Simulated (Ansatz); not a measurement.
```xyz
4

C     0.0000    0.0000   -1.9680
C     0.0000    0.0000    0.5191
N     0.0000    0.0000   -0.7700
Si    0.0000    0.0000    2.2189
```

Geometry: PBE0-D3(BJ)/pcseg-1.

These are results of Ansatz, isolated molecule in a Gaussian basis; Kohn-Sham density functional theory, functional PBE0, not measurements.

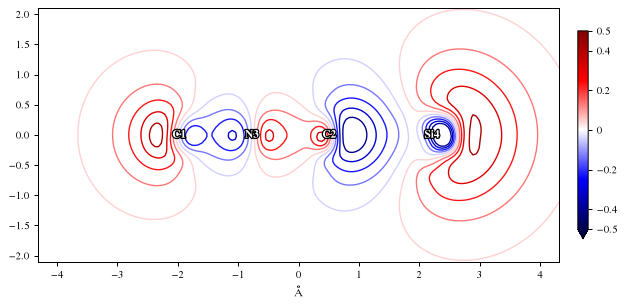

C2NSi (doublet). The HOMO−1 (β) on a plane that holds the molecular axis (values in Å⁻³ᐟ²; the overall sign is arbitrary).

Question: Describe this orbital and give its energy.

Answer: Its weight (Hirshfeld) is mainly on Si4 (about 70 %), C1 (about 15 %) and C2 (about 10 %); it is of σ type. Its energy is −8.97 eV.
